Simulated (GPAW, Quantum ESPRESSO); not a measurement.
# Core-hole calculation of the Rh L₃ edge in Rh (Rhodium, Fm-3m), part 2 of 2

Aim: the near-edge shape at the Rh L₃ edge of Rh (Rhodium, Fm-3m), and what the core hole does to it.

GPAW 26.7.0; X-ray absorption from dipole matrix elements to empty bands, plane-wave PAW PBE.

So far. Step 2 (The field without a hole): The mesh shows no gap, so the system is treated as a metal and the core electron is put at the Fermi level (neutral cell). Step 3 (Spectrum without a core hole, Rh atom 1): Main maxima below 30 eV (height): 0.6 eV (3.64), 15.6 eV (1.08), 22.4 eV (0.79) and 29.4 eV (1.00). At an L edge the dipole rule selects empty d (and weakly s) states on the absorber, and the strong line at the onset measures the empty part of its d band.

The database entry behind the starting cell differs from later determinations by our own check (an axis about 0.2 % short against later determinations), so it need not match the best structure at ambient conditions.

### 5. Spectrum with XCH, Rh atom 1

The holes are 6.0 Å apart. In GPAW the data set carries the hole's charge, so charge=0 means a charged cell and charge=-1 a neutral one. The excited electron is kept in the cell, where it fills the lowest empty states and screens the hole. After the field has converged, empty bands are computed with the density fixed and the dipole matrix elements are summed.

File xas.py:

```python
import numpy as np
from ase import Atoms
from ase.parallel import parprint, paropen
from gpaw import GPAW, PW, FermiDirac, Mixer, MixerDif, setup_paths
from gpaw.test import gen
setup_paths.insert(0, '.')
gen('Rh', name='fch2p', xcname='PBE', corehole=(2, 1, 1), write_xml=True)
from gpaw.mpi import world
world.barrier()

atoms = Atoms('Rh13',
    cell=[[-1.89785, 0, 5.69355],
     [0, 5.69355, 1.89785],
     [-5.69355, -1.89785, 0]],
    scaled_positions=[[0, 0, 0],
     [0.30769231, 0.07692308, 0.23076923],
     [0.07692308, 0.76923077, 0.30769231],
     [0.53846154, 0.38461538, 0.15384615],
     [0.15384615, 0.53846154, 0.61538462],
     [0.61538462, 0.15384615, 0.46153846],
     [0.76923077, 0.69230769, 0.07692308],
     [0.23076923, 0.30769231, 0.92307692],
     [0.38461538, 0.84615385, 0.53846154],
     [0.84615385, 0.46153846, 0.38461538],
     [0.46153846, 0.61538462, 0.84615385],
     [0.92307692, 0.23076923, 0.69230769],
     [0.69230769, 0.92307692, 0.76923077]],
    pbc=True)
atoms.calc = calc = GPAW(legacy_gpaw=True, mode=PW(500, force_complex_dtype=True), xc='PBE', setups={0: 'fch2p'},
    kpts={'size': (3, 3, 3), 'gamma': True}, occupations=FermiDirac(0.1),
    charge=-1, mixer=Mixer(0.1, 5, 50), maxiter=150,
    convergence={'density': 0.0001, 'eigenstates': 1e-6}, txt='scf.txt')
energy = atoms.get_potential_energy() + calc.get_reference_energy()
ef = calc.get_fermi_level()
out = dict(energy=energy, fermi=ef, forces=atoms.get_forces().tolist())
parprint(f'all-electron energy {energy:.4f} eV, Fermi level {ef:.4f} eV')
ev = np.array([[calc.get_eigenvalues(k, s) for k in range(len(calc.get_ibz_k_points()))] for s in range(calc.get_number_of_spins())])
out['homo'], out['lumo'], out['counts'] = ev[ev < ef].max(), ev[ev > ef].min(), sorted(set((ev < ef).sum((0, 2)).tolist()))
out['filled'] = (ev[:, 0] < ef).sum(1).tolist()

from ase.units import Ha
from gpaw.xas import dipole_matrix_elements
nb = int(calc.get_number_of_electrons() / 2) + 174
top, nb = nb, nb + 8 + nb // 12
nscf = calc.fixed_density(kpts={'size': (4, 4, 4), 'gamma': True}, nbands=nb,
    convergence={'bands': top, 'eigenstates': 1e-5}, maxiter=60, txt='nscf.txt')
cell = atoms.cell.array
ops = [cell.T @ U.T @ np.linalg.inv(cell.T) for U in nscf.wfs.kd.symmetry.op_scc]
E = np.arange(-6, 34, 0.1)
fwhm = np.interp(E, [4, 25], [2.13, 3.5])
Y, X, zero, highest = 0, 0, 1e9, 1e9
for spin in range(nscf.get_number_of_spins()):
    wfs = nscf.wfs
    A = dipole_matrix_elements(wfs.setups[0])
    eps = np.zeros((wfs.kd.nibzkpts, nb))
    d = np.zeros((3, A.shape[1], wfs.kd.nibzkpts, nb), complex)
    for kpt in wfs.kpt_u:
        if kpt.s == spin and 0 in kpt.P_ani:
            eps[kpt.k] = kpt.eps_n * Ha
            d[:, :, kpt.k] = (kpt.weight * wfs.nspins / 2) ** 0.5 * np.inner(A, kpt.P_ani[0])
    world.sum(eps)
    world.sum(d)
    T = np.einsum('amkn,bmkn->abkn', d, d.conj()).real
    T = sum(np.einsum('ai,ijkn,bj->abkn', R, T, R) for R in ops) / len(ops)
    empty = eps > ef
    zero, highest = min(zero, eps[empty].min()), min(highest, eps[:, top - 1].min())
    lines = [(eps, T, empty)] if spin == 0 else lines + [(eps, T, empty)]
for eps, T, empty in lines:
    f = np.einsum('aakn->akn', T).reshape(3, -1)
    x = eps.ravel() - zero
    w = np.interp(x, E, fwhm) / 2.35482
    g = np.exp(-0.5 * ((E[:, None] - x) / w) ** 2) / (w * (2 * np.pi) ** 0.5)
    Y = Y + (f * empty.ravel()) @ g.T
    X = X + (f * ~empty.ravel()) @ g.T
out.update(E=E.round(2).tolist(), xas=Y.tolist(), xes=X.tolist(), zero=zero, valid=highest - zero, nk=len(eps), nb=nb)
for i in range(0, len(E), 10):
    parprint(f'{E[i]:7.2f}', *(f'{v:10.3e}' for v in Y[:, i]))
import json
with paropen('out.json', 'w') as f:
    json.dump(out, f)
```

The run is started by

```bash
> OMP_NUM_THREADS=1 mpirun -n 4 gpaw python xas.py
```

Numbers of over 12 decimals in the logs are rounded to 6 here.

Output:

```text
Input parameters:
  charge: -1
  convergence: {density: 0.0001,
                eigenstates: 1e-06}
  kpts: {gamma: True,
         size: (3, 3, 3)}
  maxiter: 150
  mixer: {backend: pulay,
          beta: 0.1,
          method: separate,
          nmaxold: 5,
          weight: 50}
  mode: {ecut: 500.0,
         force_complex_dtype: True,
         name: pw}
  occupations: {fixmagmom: False,
                name: fermi-dirac,
                width: 0.1}
  setups: {0: fch2p}
  xc: PBE

Initialize ...

[... PAW data sets ...]

Reference energy: -1688700.503414  # eV

Spin-paired calculation

[... convergence settings ...]
Symmetries present (total): 6
  [... symmetry matrices ...]

27 k-points: 3 x 3 x 3 Monkhorst-Pack grid
6 k-points in the irreducible part of the Brillouin zone
       k-points in crystal coordinates                weights
   0:     0.00000000    0.00000000    0.00000000          1/27
   1:     0.33333333   -0.33333333   -0.33333333          2/27
   2:     0.33333333    0.00000000   -0.33333333          6/27
   3:     0.33333333    0.00000000    0.00000000          6/27
   4:     0.33333333    0.33333333    0.00000000          6/27
   5:     0.33333333    0.33333333    0.33333333          6/27

Wave functions: Plane wave expansion
  Cutoff energy: 500.000 eV
  Number of coefficients (min, max): 4447, 4525
  Pulay-stress correction: 0.000000 eV/Ang^3 (de/decut=0.000000)
  Using FFTW library
  Wavefunction extrapolation:
    Improved wavefunction reuse through dual PAW basis

Occupation numbers: Fermi-Dirac:
  width: 0.1000  # eV

Eigensolver
   Davidson(niter=2)

Densities:
  Coarse grid: 32*32*32 grid
  Fine grid: 64*64*64 grid
  Total Charge: 0.000000

Density mixing:
  Method: separate
  Backend: pulay
  Linear mixing parameter: 0.1
  old densities: 5
  Width of damping distribution: 1.1
  Damping of long wavelength oscillations: 50

[... Hamiltonian set-up ...]
Number of atoms: 13
Number of atomic orbitals: 156
Number of bands in calculation: 122
Number of valence electrons: 196
Bands to converge: occupied

... initialized

Initializing position-dependent things.

Density initialized from atomic densities
Creating initial wave functions:
  122 bands from LCAO basis set

          Rh       Rh
             Rh
       Rh     Rh
        Rh        Rh
                   Rh
            Rh
             Rh
       Rh        Rh

                     Rh

Atomic positions and initial magnetic moments

Positions:
   0 Rh     0.000000    0.000000    0.000000    ( 0.0000,  0.0000,  0.0000)
   1 Rh    -1.897850    0.000000    1.897850    ( 0.0000,  0.0000,  0.0000)
   2 Rh    -1.897850    3.795700    1.897850    ( 0.0000,  0.0000,  0.0000)
   3 Rh    -1.897850    1.897850    3.795700    ( 0.0000,  0.0000,  0.0000)
   4 Rh    -3.795700    1.897850    1.897850    ( 0.0000,  0.0000,  0.0000)
   5 Rh    -3.795700   -0.000000    3.795700    ( 0.0000,  0.0000,  0.0000)
   6 Rh    -1.897850    3.795700    5.693550    ( 0.0000,  0.0000,  0.0000)
[...]
10 Rh    -5.693550    1.897850    3.795700    ( 0.0000,  0.0000,  0.0000)
  11 Rh    -5.693550   -0.000000    5.693550    ( 0.0000,  0.0000,  0.0000)
  12 Rh    -5.693550    3.795700    5.693550    ( 0.0000,  0.0000,  0.0000)

Unit cell:
           periodic     x           y           z      points  spacing
  1. axis:    yes   -1.897850    0.000000    5.693550    32     0.1616
  2. axis:    yes    0.000000    5.693550    1.897850    32     0.1616
  3. axis:    yes   -5.693550   -1.897850    0.000000    32     0.1616

  Lengths:   6.001529   6.001529   6.001529
  Angles:  107.457603  72.542397  72.542397

Effective grid spacing dv^(1/3) = 0.1757

iter:   1  -119.798755
iter:   2  -110.956904   -1.17  -1.32
iter:   3  -128.487526   -0.55  -1.41
iter:   4  -107.805496   -1.67  -1.52
iter:   5  -104.661519   -1.65  -1.90
iter:   6  -105.016782   -1.88  -2.17
iter:   7  -104.703851   -3.32  -2.01
iter:   8  -104.650746   -2.26  -2.11
iter:   9  -104.544173   -3.28  -2.66
iter:  10  -104.517708   -3.51  -2.92
iter:  11  -104.543803c  -3.56  -2.97
iter:  12  -104.513929c  -3.63  -2.99
iter:  13  -104.513651c  -5.07  -3.31
iter:  14  -104.512672c  -5.43  -3.35
iter:  15  -104.512648c  -6.01c -3.57
iter:  16  -104.512606c  -6.37c -3.66
iter:  17  -104.512463c  -5.57  -3.76
iter:  18  -104.512482c  -6.73c -4.35c

Converged after 18 iterations.

Dipole moment: (-0.000000, -0.000000, 0.000000) |e|*Ang

Energy contributions relative to reference atoms: (reference = -1688700.503414)

Kinetic:        +10.878595
Potential:      -37.413679
External:        +0.000000
XC:             -76.405340
Entropy (-ST):   -0.610107
Local:           -1.267004
SIC:             +0.000000
--------------------------
Free energy:   -104.817535
Extrapolated:  -104.512482

Showing only first 2 kpts
 Kpt  Band  Eigenvalues  Occupancy
  0    96     11.72913    1.34468
  0    97     11.73544    1.31659
  0    98     11.73544    1.31659
  0    99     11.88412    0.60685

  1    96     11.62829    1.69812
  1    97     11.62829    1.69812
  1    98     11.72385    1.36775
[...]
Fermi level: 11.80101

No gap
No difference between direct/indirect transitions

Forces in eV/Ang:
  0 Rh    0.00000    0.00000    0.00000
  1 Rh   -0.33527    0.06235    0.32406
  2 Rh   -0.32406   -0.33527    0.06235
  3 Rh    0.01821    0.27549   -0.21113
  4 Rh    0.27549   -0.21113   -0.01821
  5 Rh   -0.21113   -0.01821   -0.27549
  6 Rh   -0.06235   -0.32406   -0.33527
[...]
10 Rh   -0.01821   -0.27549    0.21113
 11 Rh    0.32406    0.33527   -0.06235
 12 Rh    0.33527   -0.06235   -0.32406
Scalar-relativistic atomic PBE calculation for Rh (Rhodium, Z=45)
Core hole in 2p state (2p occupation: 5.0)
750 radial gridpoints.
|------------------------------------------------|
|------------------------------------------------|
[... the atom generator's iteration count ...]

Energy contributions:
-------------------------
Kinetic:    +4835.338849
XC:          -133.842923
Potential:  -9371.773996
-------------------------
Total:      -4670.278070

state      eigenvalue         ekin         rmax
-----------------------------------------------
1s^2.0 :  -852.461946  1074.615022        0.021
2s^2.0 :  -126.585692   223.173303        0.119
2p^5.0 :  -114.377278   213.721231        0.095
3s^2.0 :   -23.411259    62.145578        0.347
3p^6.0 :   -19.278965    57.953541        0.339
3d^10.0:   -12.642219    52.890634        0.283
4s^2.0 :    -3.613408    15.397503        0.861
4p^6.0 :    -2.406738    12.844832        0.915
4d^8.0 :    -0.670359     7.561559        1.071
5s^1.0 :    -0.448112     1.880827        2.402
5p^0.0 :    -0.262940     1.098708        3.012
-----------------------------------------------
(units: Bohr and Hartree)

Generating PAW setup
Kinetic energy of the core from tauc = 4804.579121
Cutoffs:
rc(s)=2.400
rc(p)=2.610
rc(d)=2.350
rc(vbar)=2.390
rc(comp)=2.290
rc(nct)=2.610

Kinetic energy of the core states: 4695.896552
Charge: 1.0
Core electrons: 29.0
Valence electrons: 15.0
Pseudo-core charge: 0.066325
Shape function alpha=1.907
Pseudo-electron charge 4.822666
state    eigenvalue         norm
--------------------------------
5s(1) :    -0.448112     1.049459
*s    :     0.551888
4p(6) :    -2.406738     0.092541
5p(0) :    -0.262940     1.008679
4d(8) :    -0.670359     0.393955
*d    :     0.329641
--------------------------------

Diagonalizing with gridspacing h=0.050

state   all-electron     PAW
-------------------------------
5s:      -0.448112    -0.448351
4p:      -2.406738    -2.406896
4d:      -0.670359    -0.671209
*f:                   -0.023813
-------------------------------
all-electron energy -1688805.0159 eV, Fermi level 11.8010 eV
[...]
31.00  5.703e-06  5.703e-06  5.703e-06
  32.00  4.568e-06  4.568e-06  4.568e-06
  33.00  3.637e-06  3.637e-06  3.637e-06
```

It took 3.3 min on 4 MPI ranks of Arm Neoverse V2, shared host; peak memory 0.5 GiB.

The Rh L₃ spectrum, Rh atom 1, excited-electron core hole (neutral cell) (energy from the lowest empty level; intensity scaled to a mean of 1 over the first 20 eV):

| E (eV) | intensity |
| --- | --- |
| -2.0 | 0.11 |
| -0.5 | 1.85 |
| 1.0 | 2.57 |
| 2.5 | 0.92 |
| 4.0 | 0.73 |
| 5.5 | 0.58 |
| 7.0 | 0.50 |
| 8.5 | 0.71 |
| 10.0 | 0.79 |
| 11.5 | 0.88 |
| 13.0 | 1.14 |
| 14.5 | 1.21 |
| 16.0 | 1.21 |
| 17.5 | 0.99 |
| 19.0 | 0.68 |
| 20.5 | 0.67 |
| 22.0 | 0.89 |
| 23.5 | 0.83 |
| 25.0 | 0.63 |
| 26.5 | 0.74 |
| 28.0 | 1.02 |
| 29.5 | 1.14 |
| 31.0 | 0.97 |

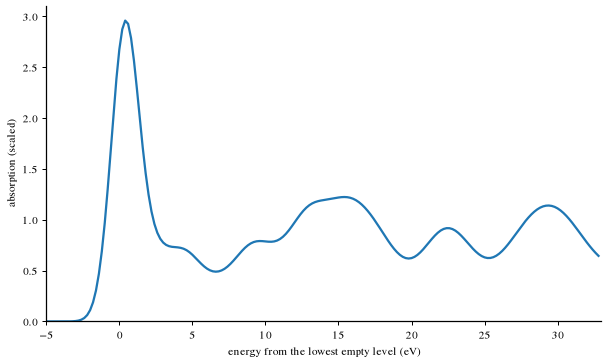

The Rh L₃ edge, Rh atom 1, excited-electron core hole (neutral cell): main maxima at 0.4, 15.4 and 29.4 eV.

Main maxima below 30 eV (height): 0.4 eV (2.96), 15.4 eV (1.22), 22.4 eV (0.92) and 29.4 eV (1.14). 

### 6. What the core hole does

Both curves are counted from their own zero, so only the shift of weight within the empty states shows.

```
E (eV)  no hole   XCH
  -2.0     0.12  0.11
  -1.0     1.12  0.97
   0.0     3.22  2.68
   1.0     3.27  2.57
   2.0     1.67  1.25
   3.0     0.83  0.78
   4.0     0.74  0.73
   5.0     0.68  0.66
   6.0     0.47  0.52
   7.0     0.46  0.50
   8.0     0.58  0.63
   9.0     0.70  0.77
  10.0     0.70  0.79
  11.0     0.71  0.81
  12.0     0.84  0.98
  13.0     0.98  1.14
  14.0     1.04  1.19
  15.0     1.07  1.22
  16.0     1.07  1.21
  17.0     0.97  1.09
  18.0     0.78  0.88
  19.0     0.60  0.68
  20.0     0.55  0.62
  21.0     0.65  0.74
  22.0     0.77  0.89
  23.0     0.77  0.89
  24.0     0.64  0.75
  25.0     0.54  0.63
  26.0     0.57  0.67
  27.0     0.71  0.83
  28.0     0.88  1.02
  29.0     0.99  1.13
  30.0     0.98  1.11
  31.0     0.88  0.97
  32.0     0.73  0.78
```

With each curve scaled to its own mean, the area from −2 to 6 eV with the hole is 10.0 against 11.9, and the centre of weight from −1 to 20 eV moves by +1.0 eV (first and strongest maxima below 20 eV: 0.6 eV (3.64) and 15.6 eV (1.08) without the hole, 0.4 eV (2.96) and 15.4 eV (1.22) with it): the near-edge weight falls against the higher-lying part.

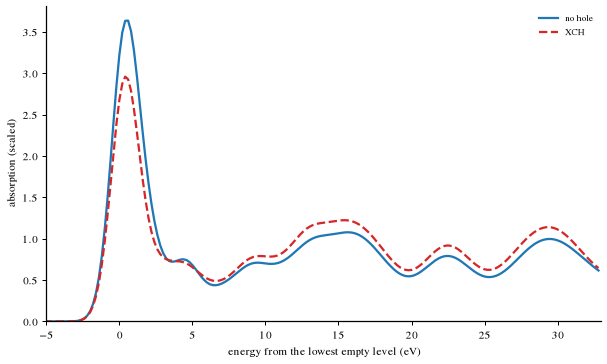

The Rh L₃ edge with and without the core hole, each from its own zero; the highest intensity below 24 eV lies at 0.4 eV with the hole.

### 7. Runs not followed above

These runs aren't followed: redraws of a spectrum that repeat one shown, runs with a planted fault or a state judged unsound, or a program's part that gave no sound spectrum.

| program | step | status | elapsed |
| --- | --- | --- | --- |
| Quantum ESPRESSO | ground state | converged | 2.7 s |
| Quantum ESPRESSO | no core hole | converged | 51 s |
| Quantum ESPRESSO | no core hole, redrawn | converged | 36 s |
| Quantum ESPRESSO | supercell ground state | timeout | 8.6 min |
| Quantum ESPRESSO | core-hole potential | converged | 0.78 s |
| Quantum ESPRESSO | supercell with XCH | timeout | 10 min |
| Quantum ESPRESSO | supercell with XCH | timeout | 6.2 min |

### 8. Results

| Property | Result |
| --- | --- |
| absorber and edge | Rh L₃, atom 1 of the ground-state input (counted from 1) |
| surroundings | 12 Rh at 2.68 Å (cuboctahedral, site symmetry m-3m) |
| highest intensity below 24 eV | 0.4 eV above the zero, height 2.96 |

The Rh L₃ edge of atom 1, with 12 Rh at 2.68 Å (cuboctahedral, site symmetry m-3m), has its highest intensity of the first 24 eV at 0.4 eV above the zero, 3.0 times the mean level of the first 20 eV (Gaussian full width 2.13 eV up to 4 eV, rising linearly to 3.5 eV at 25 eV). With each curve scaled to its own mean, the area from −2 to 6 eV with the hole is 10.0 against 11.9, and the centre of weight from −1 to 20 eV moves by +1.0 eV (first and strongest maxima below 20 eV: 0.6 eV (3.64) and 15.6 eV (1.08) without the hole, 0.4 eV (2.96) and 15.4 eV (1.22) with it): the near-edge weight falls against the higher-lying part. The same cell was also set up in Quantum ESPRESSO; that part failed, was judged unsound or used a data set known to give false states; its runs are listed without their results. 1 further run of this session is left out of this account as redundant. Only the L₃ part is meant: spin–orbit coupling of the core level isn't computed and the L₂ copy isn't added. The script folds with a Gaussian, whereas the core hole's own line is a Lorentzian, so the onset is too steep and the first peak too high. The holes are only 6.0 Å apart, so the shape is probably not converged with cell size; no larger cell was run here. The structure is a published determination, not relaxed.

[Banner, clock and machine lines of the logs are left out without a mark of their own.]

[Logs are printed without paths, hosts, clocks, repeated set-up lines and the standing remarks that a program may print on its own settings, such as how far it seeks lower states.]

[Hosts, paths, dates, database ids (printed as entryN), source tags and the programs' standing remarks are cut or masked in the printed files.]

[Lists of maxima count a maximum above −3 eV only where it reaches 4 % of the highest in the window and stands out from its surroundings by 2 % of it (1.5 % where it reaches 55 %); shoulders and weaker maxima are passed over, and of the rest the first, up to two pre-edge ones and the few strongest are named.]
